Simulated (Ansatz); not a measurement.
# Quasi-harmonic thermodynamics of ScAl3 (Pm-3m)

Aim: the lattice, expansion, heat capacity and bulk modulus of ScAl3 as it warms. The starting cell is a computed one from a database.

Calculated with Ansatz 0.2.0; DFT PBEsol, scalar-relativistic, plane waves, PAW; PAW set soft_1.

## Step 1: Set-up

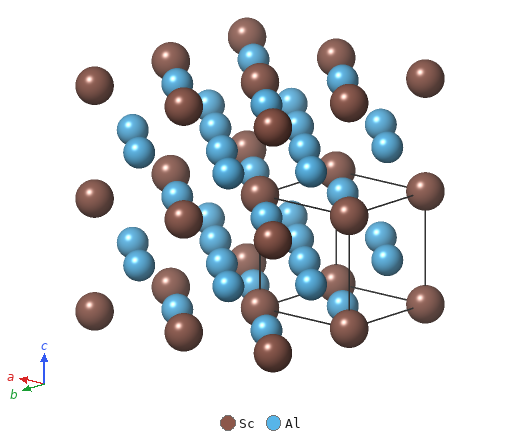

Start, viewed from a free direction; scandium brown, aluminium blue. 2×2×2 cells are drawn. Some periodic images of atoms are drawn too.

Coordinates:

```cif
data_structure
_symmetry_space_group_name_H-M 'P 1'
_symmetry_Int_Tables_number 1
_cell_length_a 4.0878
_cell_length_b 4.0878
_cell_length_c 4.0878
_cell_angle_alpha 90.000
_cell_angle_beta 90.000
_cell_angle_gamma 90.000
_cell_volume 68.31
loop_
_atom_site_label
_atom_site_type_symbol
_atom_site_fract_x
_atom_site_fract_y
_atom_site_fract_z
_atom_site_occupancy
Sc1 Sc 0.00000 0.00000 0.00000 1
Al2 Al 0.50000 0.00000 0.50000 1
Al3 Al 0.00000 0.50000 0.50000 1
Al4 Al 0.50000 0.50000 0.00000 1
```

## Step 2: Probe on a coarse mesh

A cheap single point shows whether the cell is a metal or an insulator and how far it is from rest; that sets the k-mesh and the occupations of what follows.

input.yaml reads:

```yaml
crystal:
  lattice:
    - [4.08780657, 0.0, 0.0]
    - [0.0, 4.08780657, 0.0]
    - [0.0, 0.0, 4.08780657]
  atoms:
    - { symbol: Sc, position: [0.0, 0.0, 0.0] }
    - { symbol: Al, position: [0.5, 0.0, 0.5] }
    - { symbol: Al, position: [0.0, 0.5, 0.5] }
    - { symbol: Al, position: [0.5, 0.5, 0.0] }
kpoints:
  mp_grid: { grid: [4, 4, 4] }
hamiltonian:
  xc: pbesol
  pseudopotentials: { kind: paw, azcp: { folder: soft_1 }, xc_functional: pbe }
scf:
  occupations: { method: gaussian, width: 0.1 }
  lower_state_search: "off"
output:
  forces: true
  stress: true
  eigenvalues: true
```

Launch:

```bash
$ ansatz run input.yaml --threads 8 --pin off --max-ram 16384MiB --backend cpu --events-out ev --progress --plain --runs-dir out
```

Numbers of over 12 decimals in the logs are rounded to 6 here.

The program printed:

```text
Engine: ansatz 0.2.0, aarch64-unknown-linux-gnu
Pseudopotentials: kind: paw
Pseudopotential: Sc, paw, valence charge 11, recommended cutoff 420 eV (normal), soft_1/Sc.paw.azcp
Pseudopotential: Al, paw, valence charge 3, recommended cutoff 420 eV (normal), soft_1/Al.paw.azcp
Functional definition: PBEsol
  exchange = pbesol_x
  correlation = pbesol_c
Crystal: 4 atoms, lattice volume = 68.308 Å³
Basis set: ecut = 420 eV, 1357 PW (Γ), exchange–correlation on 60×60×60 points (8 copies of the dense FFT grid, shifted against one another)
Bands: 14, of which v1, the nominal top of the filled ones, is band 10 counted from 1 (9 counted from 0)
Symmetry: 48 space group operations
Space group: Pm-3m (ITA 221), of the structure as read, at distance tolerance 4.1e-5 Å
k-points: 10 of 64
Non-local potential: Sc, projectors of the file, l = 0: 3, l = 1: 2, l = 2: 3, l = 3: 1
Non-local potential: Al, projectors of the file, l = 0: 2, l = 1: 2, l = 2: 1
PAW form: soft (Blöchl's): semilocal exchange-correlation on the pseudo side does not see the compensation charge
PAW frozen core: Sc, regenerated for the run's functional, and the local potential with it (the file was generated under x = pbe(κ = 0.804, μ = 0.219515), c = pbe(β = 0.066725))
PAW frozen core: Al, regenerated for the run's functional, and the local potential with it (the file was generated under x = pbe(κ = 0.804, μ = 0.219515), c = pbe(β = 0.066725))
PAW one-centre angular grid: Sc, 590 points (default); XC on 64 Gauss nodes
PAW one-centre angular grid: Al, 110 points (default); XC on 64 Gauss nodes
Initial density: superposition of atomic densities (chi_scale 0.1, normalization cell, long waves kept (reshape's long-wave potential 0.00 eV rms))
Initial wavefunctions: pseudopotential atomic-orbital guess
Functional: x = pbesol(κ = 0.804, μ = 0.123457), c = pbesol(β = 0.046)
SCF iter   1: F=—  HF=-3687.138395 eV  |F-HF|=—  |Δ(HF+E_count)|=         —  Δρ=2.66e-2  dr2=9.90e-1  ethr=3.10e-3  ⟨swp⟩=5.0  Hψ=717  notcnv=0
preconditioner: auto → Resta (q_TF=auto, 2.223 Å⁻¹)  ε∞=9.2  [insulator: Δε(μ)=0.222 eV  Ē_g=5.427 eV  σ=0.100 eV  W_gap=0.64  n_scr=18 (ndim 8)  ℏωp=15.6 eV  f_vac=0.000  D(μ)=4.57/eV (n_scr^D=56)  ε∞_Penn≈9.2]
SCF iter   2: F=—  HF=-3686.906036 eV  |F-HF|=—  |Δ(HF+E_count)|=   2.32e-1  Δρ=1.63e-2  dr2=2.24e-1  ethr=3.10e-3  ⟨swp⟩=2.0  Hψ=254  notcnv=0  defer=1
SCF iter   3: F=—  HF=-3686.805400 eV  |F-HF|=—  |Δ(HF+E_count)|=   1.01e-1  Δρ=7.17e-3  dr2=6.08e-2  ethr=1.12e-3  ⟨swp⟩=2.9  Hψ=267  notcnv=0  defer=1
SCF iter   4: F=—  HF=-3686.786600 eV  |F-HF|=—  |Δ(HF+E_count)|=   1.88e-2  Δρ=1.17e-3  dr2=7.21e-4  ethr=3.04e-4  ⟨swp⟩=2.1  Hψ=222  notcnv=0  defer=1
SCF iter   5: F=—  HF=-3686.786299 eV  |F-HF|=—  |Δ(HF+E_count)|=   3.01e-4  Δρ=1.95e-4  dr2=6.47e-5  ethr=3.60e-6  ⟨swp⟩=2.2  Hψ=208  notcnv=0  defer=1
SCF iter   6: F=—  HF=-3686.786285 eV  |F-HF|=—  |Δ(HF+E_count)|=   1.37e-5  Δρ=2.77e-5  dr2=1.09e-6  ethr=3.24e-7  ⟨swp⟩=2.1  Hψ=174  notcnv=0  defer=1
SCF iter   7: F=-3686.786285 eV  HF=-3686.786285 eV  |F-HF|=7.73e-11  |Δ(HF+E_count)|=   1.82e-7  Δρ=2.16e-6  dr2=2.02e-9  ethr=5.00e-10  ⟨swp⟩=5.3  Hψ=603  notcnv=0
SCF 1 converged in 7 iterations: F = -3686.786285 eV  dr2 = 2.02e-9
  greatest PAW one-centre occupation: 0.998 electrons in one spin orbital (limit 2), on the Sc atom at site 0 (counted from 0), in its partial waves of l = 0
SCF converged after 7 iterations
Free energy (F): -3686.786285 eV
Harris-Foulkes:  -3686.786285 eV  (|F-HF|=7.73e-11)
Internal energy: -3686.761648 eV  (E = F + TS)
E sigma→0 (E₀):  -3686.773967 eV
Entropy (-TS):   -0.024637 eV (-6.159 meV/atom)
Fermi energy:    9.138977 eV
--- Per-component energies (eV) ---
  E_band       = -126.279347
  E_kinetic    = 279.138825
  E_local      = -1010.113244  (includes V_loc(G=0)·N_el)
  E_nonlocal   = 173.946228
  E_hartree    = 404.687606
  E_xc         = -198.753848
  E_vxc        = -195.059596  (∫ρ·V_xc dr)
  E_paw        = -2337.702057  (= ΣΔE_a)
  E_vpaw       = -183.567411  (= ΣTr[D̂ρ^β])
  E_aug_tail   = 0.000032  (compensation charges beyond the density's cutoff)
  E_ewald      = -998.151633
  E_core_change = 0.186442  (= ΣΔE_core)
  E_smearing   = -0.024637  (= −TS)
  E_closure    = 0.000000  (closes the sum)
  Σ components = -3686.786285   (vs F -3686.786285, Δ=0.00e0)
--- Forces (eV/Å), atoms counted from 1 ---
  atom   1  Sc    -0.00000000     0.00000000     0.00000000
  atom   2  Al     0.00000000     0.00000000     0.00000000
  atom   3  Al     0.00000000     0.00000000     0.00000000
  atom   4  Al     0.00000000     0.00000000     0.00000000
  max |Σ_I F_I| component: 1.48e-31 eV/Å
--- Stress (GPa, compression-positive) ---
       -0.885209      -0.000000       0.000000
        0.000000      -0.885209       0.000000
        0.000000       0.000000      -0.885209
  P = ⅓ Tr σ = -0.8852 GPa (-8.852 kbar)
--- Band table (eV; the first three rows and the last of 10) ---
  k-point 0: bands = [... 6 lower, 6.4882, 7.3181, 7.3181, 7.3181, 10.3476, 10.4096, 10.4096, 10.4096]
  k-point 1: bands = [... 6 lower, 6.9204, 7.3703, 7.3703, 8.7815, 10.1911, 10.1911, 10.5680, 11.5426]
  k-point 2: bands = [... 6 lower, 7.4076, 7.4076, 7.6282, 9.9869, 10.1193, 10.1193, 10.4629, 10.7454]
  k-point 9: bands = [... 6 lower, 4.3299, 4.6635, 6.1693, 6.1693, 6.1693, 10.0269, 11.7141, 11.7141]
```

Wall time 0.3 s (8 threads of Arm Neoverse V2, shared host); peak memory 0.33 GiB; 1.1 s of CPU time.

In the SCF lines HF is the Harris–Foulkes energy and dr2 the Hartree energy of the density residual, in eV; the loop may stop once dr2 is under the threshold and the program's other checks hold. Hψ counts applications of the Hamiltonian.

This step gave:

| Property | Result |
| --- | --- |
| pressure | -0.8852 GPa |
| volume per atom | 17.08 Å³/atom |
| gap on the k-mesh | 0 eV |

The start is under -0.89 GPa at this level and looks like a metal on this mesh.

## Step 3: Finding the static equilibrium

The vibrations must be taken about the equilibrium of this functional, not about the starting cell, so the structure is relaxed.

input.yaml, as its differences from that of step 2:

```diff
@@ -11,3 +11,3 @@
 kpoints:
-  mp_grid: { grid: [4, 4, 4] }
+  mp_grid: { grid: [10, 10, 10] }
 hamiltonian:
@@ -22 +22,6 @@
   eigenvalues: true
+relax:
+  adjacent_minimum: "off"
+  f_tol: 0.005
+  max_steps: 80
+  cell: { stress_tol: 0.05 }
```

The program printed:

```text
[...]
Crystal: 4 atoms, lattice volume = 68.308 Å³
Basis set: ecut = 420 eV, 1357 PW (Γ), exchange–correlation on 60×60×60 points (8 copies of the dense FFT grid, shifted against one another)
Bands: 14, of which v1, the nominal top of the filled ones, is band 10 counted from 1 (9 counted from 0)
Symmetry: 48 space group operations
[...]
k-points: 56 of 1000
[...]
SCF iter   1: F=—  HF=-3687.260340 eV  |F-HF|=—  |Δ(HF+E_count)|=         —  Δρ=2.60e-2  dr2=9.17e-1  ethr=3.10e-3  ⟨swp⟩=5.3  Hψ=4197  notcnv=0
[...]
SCF iter   7: F=-3686.907973 eV  HF=-3686.907973 eV  |F-HF|=9.09e-12  |Δ(HF+E_count)|=   2.17e-9  Δρ=2.00e-6  dr2=1.80e-9  ethr=5.00e-10  ⟨swp⟩=3.9  Hψ=2498  notcnv=0
SCF 1 converged in 7 iterations: F = -3686.907973 eV  dr2 = 1.80e-9
[...]
relax step   1: F+E_penalty+E_count = -3686.90797253 eV  Δ(F+E_penalty+E_count) = +0.000e0 eV  max|allowed force component| = 1.048e-30 eV/Å  Δτ_max = 0.0000 Å  P = -1.107 GPa  Ω = 68.308 Å³  (7 SCF iters, dr2 threshold 1.00e-7 eV, accepted)
Crystal: 4 atoms, lattice volume = 66.875 Å³
[...]
iter 1 solved again at ethr=5.89e-6 eV; its pass at ethr=3.10e-3 eV (dr2=1.18e-3 eV) is discarded
[...]
SCF iter   5: F=-3686.909571 eV  HF=-3686.909571 eV  |F-HF|=3.28e-10  |Δ(HF+E_count)|=   2.94e-7  Δρ=3.69e-6  dr2=5.34e-9  ethr=2.00e-9  ⟨swp⟩=4.8  Hψ=3253  notcnv=0
SCF 2 converged in 5 iterations: F = -3686.909571 eV  dr2 = 5.34e-9
relax step   2: F+E_penalty+E_count = -3686.90957101 eV  Δ(F+E_penalty+E_count) = -1.598e-3 eV  max|allowed force component| = 2.794e-31 eV/Å  Δτ_max = 0.0000 Å  P = +0.829 GPa  Ω = 66.875 Å³  energy of the carried Pulay correction = +2.006e-4 eV  (5 SCF iters, dr2 threshold 4.00e-7 eV, accepted)
Crystal: 4 atoms, lattice volume = 67.481 Å³
[...]
SCF iter   4: F=-3686.911012 eV  HF=-3686.911012 eV  |F-HF|=8.73e-8  |Δ(HF+E_count)|=   2.56e-6  Δρ=1.47e-5  dr2=1.44e-7  ethr=2.00e-9  ⟨swp⟩=2.7  Hψ=2748  notcnv=0
SCF 3 converged in 4 iterations: F = -3686.911012 eV  dr2 = 1.44e-7
relax step   3: F+E_penalty+E_count = -3686.91101223 eV  Δ(F+E_penalty+E_count) = -1.441e-3 eV  max|allowed force component| = 3.112e-31 eV/Å  Δτ_max = 0.0000 Å  P = -0.016 GPa  Ω = 67.481 Å³  energy of the carried Pulay correction = +1.152e-4 eV  (4 SCF iters, dr2 threshold 4.00e-7 eV, accepted)
[...]
SCF iter   5: F=-3686.910901 eV  HF=-3686.910901 eV  |F-HF|=5.91e-12  |Δ(HF+E_count)|=  6.78e-11  Δρ=8.48e-8  dr2=7.44e-12  ethr=1.00e-12  ⟨swp⟩=4.1  Hψ=2491  notcnv=0
SCF 4 converged in 5 iterations: F = -3686.910901 eV  dr2 = 7.44e-12
relax step   4: F+E_penalty+E_count = -3686.91090054 eV  Δ(F+E_penalty+E_count) = +1.117e-4 eV  max|allowed force component| = 1.726e-31 eV/Å  Δτ_max = 0.0000 Å  P = -0.019 GPa  Ω = 67.481 Å³  stress off target by 1.87e-2 GPa  SCF on the basis re-selected at this cell (its energy is not comparable with the rows above)  (5 SCF iters)
basis re-selected at this cell: Δ(F+E_penalty+E_count) = +1.117e-4 eV, ΔP = -0.003 GPa vs the last step (what re-selecting the basis moved, of the pressure what is left beyond the Pulay correction that the steps carried, after the strain that the cell walked since its last selection, with what the two solves' SCF thresholds leave and, on support functions, any second-order correction that the steps lacked; it is no m [...]
SCF converged after 5 iterations
Free energy (F): -3686.910901 eV
[...]
Internal energy: -3686.905324 eV  (E = F + TS)
E sigma→0 (E₀):  -3686.908112 eV
Entropy (-TS):   -0.005576 eV (-1.394 meV/atom)
Fermi energy:    9.263135 eV
[...]
--- Stress (GPa, compression-positive) ---
       -0.018726       0.000000       0.000000
        0.000000      -0.018726      -0.000000
        0.000000      -0.000000      -0.018726
  P = ⅓ Tr σ = -0.0187 GPa (-0.187 kbar)
--- Band table (eV; the first three rows and the last of 56) ---
  k-point 0: bands = [... 6 lower, 6.6124, 7.4429, 7.4429, 7.4429, 10.4686, 10.5562, 10.5562, 10.5562]
  k-point 1: bands = [... 6 lower, 6.6847, 7.4530, 7.4530, 7.9570, 10.5023, 10.5023, 10.5859, 10.8612]
  k-point 2: bands = [... 6 lower, 6.8948, 7.4772, 7.4772, 8.5833, 10.3899, 10.3899, 10.6666, 11.6736]
  k-point 55: bands = [... 6 lower, 4.4424, 4.7367, 6.2949, 6.2949, 6.2949, 10.1967, 11.8884, 11.8884]
--- Relaxed structure (3 steps of the walk, 3 accepted, 1 SCFs on fresh bases) ---
  F+E_penalty+E_count = -3686.91090054 eV   max|allowed force component| = 1.726e-31 eV/Å   (the final SCF, on the basis selected at the relaxed cell)
  cell:  # Å, volume = 67.4814 Å³
    - [4.071252, 0, 0]
    - [0, 4.071252, 0.0]
    - [0, 0.0, 4.071252]
  atoms:
    - { symbol: Sc, position: [0, 0, 0] }
    - { symbol: Al, position: [0.5, 0, 0.5] }
    - { symbol: Al, position: [0, 0.5, 0.5] }
    - { symbol: Al, position: [0.5, 0.5, 0] }
```

Run time: 1.8 s. Hardware: 8 threads; peak memory 0.43 GiB; 11 s of CPU time.

Relaxation path:

| step | energy less that of the first step (eV) | largest force component (eV/Å) | pressure (GPa) | volume (Å³) |
| --- | --- | --- | --- | --- |
| 1 | 0.0000 | 0.0000 | -1.11 | 68.31 |
| 2 | -0.0016 | 0.0000 | 0.83 | 66.88 |
| 3 | -0.0030 | 0.0000 | -0.02 | 67.48 |
| 4* | -0.0029 | 0.0000 | -0.02 | 67.48 |

Relaxation steps marked * repeat the geometry before them on a plane-wave basis chosen anew for their cell, so energy and pressure can jump there.

The run keeps the 48 symmetry operations that it works with, so distortions that break them were not tested.

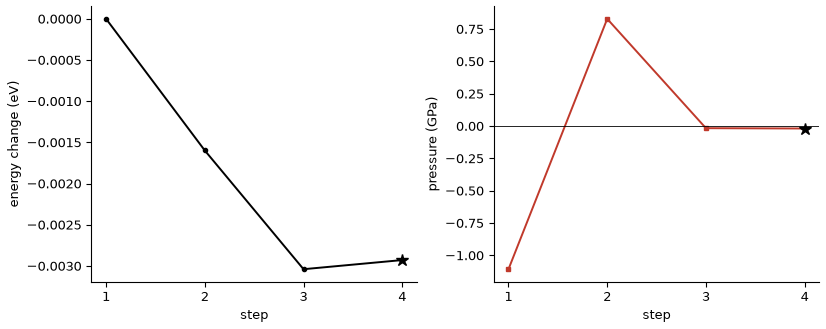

Energy and pressure along the relaxation. Stars mark steps on a basis chosen anew.

| conventional cell, symmetrised | before | after | change |
| --- | --- | --- | --- |
| a (Å) | 4.088 | 4.071 | -0.4 % |
| b (Å) | 4.088 | 4.071 | -0.4 % |
| c (Å) | 4.088 | 4.071 | -0.4 % |
| volume (Å³/atom) | 17.08 | 16.87 | -1.2 % |

Final coordinates:

```cif
data_structure
_symmetry_space_group_name_H-M 'P 1'
_symmetry_Int_Tables_number 1
_cell_length_a 4.0713
_cell_length_b 4.0713
_cell_length_c 4.0713
_cell_angle_alpha 90.000
_cell_angle_beta 90.000
_cell_angle_gamma 90.000
_cell_volume 67.48
loop_
_atom_site_label
_atom_site_type_symbol
_atom_site_fract_x
_atom_site_fract_y
_atom_site_fract_z
_atom_site_occupancy
Sc1 Sc 0.00000 0.00000 0.00000 1
Al2 Al 0.50000 0.00000 0.50000 1
Al3 Al 0.00000 0.50000 0.50000 1
Al4 Al 0.50000 0.50000 0.00000 1
```

Numbers from this step:

| Item | Value |
| --- | --- |
| pressure | -0.01873 GPa |
| volume per atom | 16.87 Å³/atom |

The relaxation ends with a pressure of -0.02 GPa.

[end of part 1 of 3]

[Logs are printed without paths, hosts, clocks, repeated set-up lines and the standing remarks that a program may print on its own settings, such as how far it seeks lower states.]

[Hosts, paths, dates, database ids (printed as entryN), source tags and the programs' standing remarks are cut or masked in the printed files.]

[A step with changed settings may run another functional than the one named; its input shows which.]
